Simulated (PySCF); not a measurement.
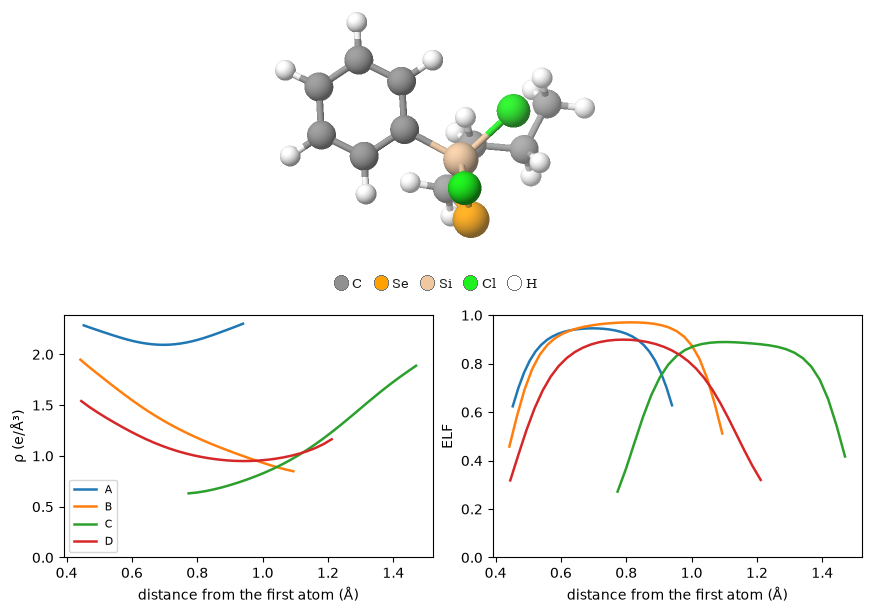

C10H14Cl2SeSi (PhSiCl2(SeBu)). Electron density and electron localisation function along straight lines between neighbouring atoms. The curves leave out the atomic cores. The structure is drawn too.

Geometry: PBE0-D3(BJ)/def2-SVP.

The calculation used PySCF 2.14.0, CAM-B3LYP/def2-SVPD, SCF density, gas phase.

```json
{"atom": "C", "x (Å)": "-3.5141", "y (Å)": "-0.5952", "z (Å)": "1.4207"}
{"atom": "C", "x (Å)": "-3.0546", "y (Å)": "0.1232", "z (Å)": "0.1632"}
{"atom": "C", "x (Å)": "-1.7329", "y (Å)": "-0.4097", "z (Å)": "-0.3673"}
{"atom": "C", "x (Å)": "-1.2015", "y (Å)": "0.2824", "z (Å)": "-1.6087"}
{"atom": "Se", "x (Å)": "-0.9666", "y (Å)": "2.2413", "z (Å)": "-1.4717"}
{"atom": "Si", "x (Å)": "0.4643", "y (Å)": "2.2429", "z (Å)": "0.2683"}
{"atom": "Cl", "x (Å)": "-0.4910", "y (Å)": "2.0217", "z (Å)": "2.1003"}
{"atom": "Cl", "x (Å)": "1.3123", "y (Å)": "4.1230", "z (Å)": "0.2738"}
{"atom": "C", "x (Å)": "1.7503", "y (Å)": "0.9045", "z (Å)": "0.1200"}
{"atom": "C", "x (Å)": "2.0519", "y (Å)": "0.0367", "z (Å)": "1.1783"}
{"atom": "C", "x (Å)": "3.0129", "y (Å)": "-0.9606", "z (Å)": "1.0229"}
{"atom": "C", "x (Å)": "3.6829", "y (Å)": "-1.1009", "z (Å)": "-0.1913"}
{"atom": "C", "x (Å)": "3.3922", "y (Å)": "-0.2429", "z (Å)": "-1.2526"}
{"atom": "C", "x (Å)": "2.4305", "y (Å)": "0.7525", "z (Å)": "-1.0992"}
{"atom": "H", "x (Å)": "-4.4743", "y (Å)": "-0.1988", "z (Å)": "1.7831"}
{"atom": "H", "x (Å)": "-3.6418", "y (Å)": "-1.6762", "z (Å)": "1.2482"}
{"atom": "H", "x (Å)": "-2.7776", "y (Å)": "-0.4713", "z (Å)": "2.2307"}
{"atom": "H", "x (Å)": "-2.9447", "y (Å)": "1.2001", "z (Å)": "0.3727"}
{"atom": "H", "x (Å)": "-3.8237", "y (Å)": "0.0441", "z (Å)": "-0.6258"}
{"atom": "H", "x (Å)": "-1.8359", "y (Å)": "-1.4827", "z (Å)": "-0.6128"}
{"atom": "H", "x (Å)": "-0.9729", "y (Å)": "-0.3652", "z (Å)": "0.4320"}
{"atom": "H", "x (Å)": "-1.8972", "y (Å)": "0.1812", "z (Å)": "-2.4561"}
{"atom": "H", "x (Å)": "-0.2328", "y (Å)": "-0.1365", "z (Å)": "-1.9157"}
{"atom": "H", "x (Å)": "1.5275", "y (Å)": "0.1430", "z (Å)": "2.1312"}
{"atom": "H", "x (Å)": "3.2394", "y (Å)": "-1.6319", "z (Å)": "1.8547"}
{"atom": "H", "x (Å)": "4.4347", "y (Å)": "-1.8847", "z (Å)": "-0.3130"}
{"atom": "H", "x (Å)": "3.9166", "y (Å)": "-0.3522", "z (Å)": "-2.2049"}
{"atom": "H", "x (Å)": "2.1995", "y (Å)": "1.4167", "z (Å)": "-1.9378"}
```

Q: Which curve belongs to which contact (C–C, C–Se, C–Si and Si–Cl)? The first atom named is at distance zero.

A: Curve A: C–C (1.39 Å): ρ at the midpoint is about 2.1 e/Å³; the ELF peaks at about 0.95 between the atoms: a covalent bond. Curve B: C–Si (1.86 Å): ρ is about 1 e/Å³ halfway; the ELF peaks at about 1 between the atoms, as expected for localised, covalent bonding. Curve C: Si–Cl (2.06 Å): the density is about 0.87 e/Å³ at the midpoint; the ELF peaks at about 0.90 between the atoms (a shared but strongly polarised pair). Curve D: C–Se (1.98 Å): ρ at the midpoint is about 0.95 e/Å³; the ELF peaks at about 0.90 between the atoms (a shared electron pair).
